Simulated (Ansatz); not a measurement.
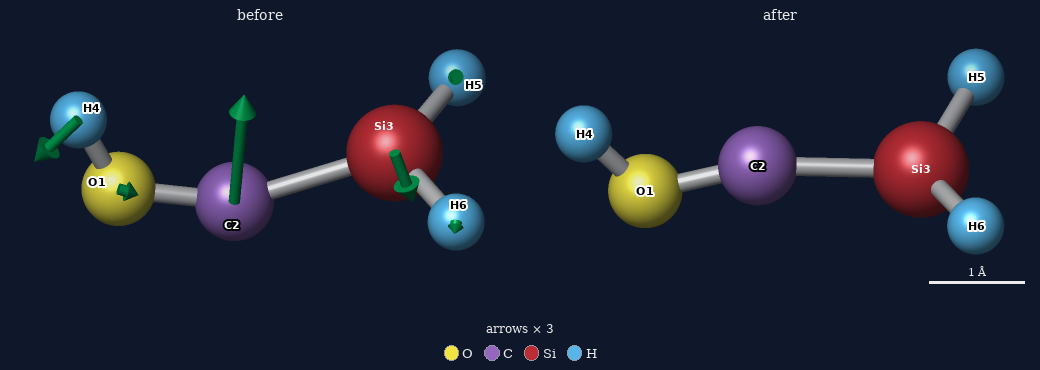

The structure of CH$_{3}$OSi (charge +1) before (left) and after (right) a relaxation, at one scale. The green arrows give the displacements, 3 times their true length.

The picture is a ball-and-stick view, seen from a free direction.

Computed with RKS PBE0-D4/def2-TZVP in Ansatz.

Input file:
```yaml
crystal:
  periodic: [false, false, false]
  atoms:
    - {symbol: O, position_ang: [1.133140, 1.198780, -0.818250]}
    - {symbol: C, position_ang: [0.237790, 0.749180, -0.104600]}
    - {symbol: Si, position_ang: [-0.732730, -0.620450, 0.549630]}
    - {symbol: H, position_ang: [1.702680, 0.622120, -1.395340]}
    - {symbol: H, position_ang: [-2.018360, -0.837160, -0.079420]}
    - {symbol: H, position_ang: [-0.322520, -1.112480, 1.847960]}
basis:
  gaussian: {orbitals: def2-TZVP}
total_charge: 1
hamiltonian: {xc: pbe0, dispersion: d4}
relax: {f_tol: 0.005, max_steps: 200}
```

Launched with:
```bash
ansatz run in.yaml --threads 2 --pin off --events-out ev --progress --plain --max-ram 4352MiB
```

Question: What changed between the two?

Answer: The atom that moves furthest after the best rigid fit is C2 (0.47 Å). By element the largest moves are C 0.47 Å, H 0.24 Å, Si 0.22 Å, O 0.08 Å. Some distances before and after: C2–Si3 1.802 → 1.719 Å, Si3–H5 1.448 → 1.469 Å, O1–H4 0.995 → 0.986 Å. Bond angles that change, for instance: O1–C2–Si3 151.7° → 162.8°, C2–O1–H4 122.8° → 115.5°, H5–Si3–H6 126.2° → 129.8°. Groups turn about O1–C2 by about 180°. The energy falls by 0.305 eV in 10 accepted moves (12 points after the start). Largest force component: 1.8 eV/Å at the start, 0.00086 eV/Å at the end. The line search rejected the trial steps at points 4, 8 of the run.
